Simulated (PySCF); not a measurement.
SMILES [Cl][Ga]([CH](C)C)[CH](C)C at its GFN2-xTB optimised geometry (Å):

```
22

Ga    -0.3309    -0.9533     0.0000
Cl    -1.2270    -2.8757     0.0461
C     -1.6239     0.7150     0.0000
C     -0.8094     2.0022     0.1009
C     -2.6323     0.5814     1.1412
H     -2.1775     0.7168    -0.9497
H     -1.4634     2.8757     0.0809
H     -0.2385     2.0261     1.0305
H     -0.1079     2.0799    -0.7316
H     -3.1573    -0.3747     1.0758
H     -3.3735     1.3814     1.0988
H     -2.1302     0.6310     2.1089
C      1.7802    -0.9533     0.0000
C      2.2849    -1.8136    -1.1567
C      2.2757    -1.5021     1.3375
H      2.1477     0.0723    -0.1247
H      3.3735    -1.8913    -1.1355
H      1.8720    -2.8226    -1.0875
H      1.9871    -1.3858    -2.1162
H      1.9587    -0.8599     2.1621
H      3.3653    -1.5663     1.3497
H      1.8749    -2.5037     1.5090
```

Level of theory: PBE0/def2-SVP in PySCF 2.14.0.

Map of the log10 of the electron density (e/bohr³), floored at −4 on the plane z = 0.6 Å:

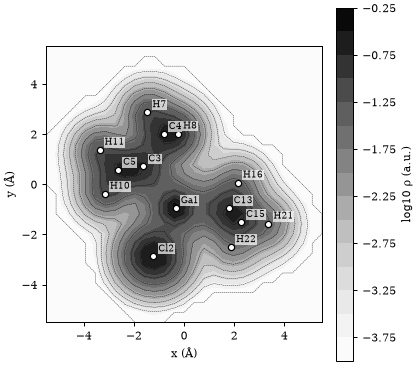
Log10 of the electron density (e/bohr³), floored at −4 on the plane z = 0.6 Å.
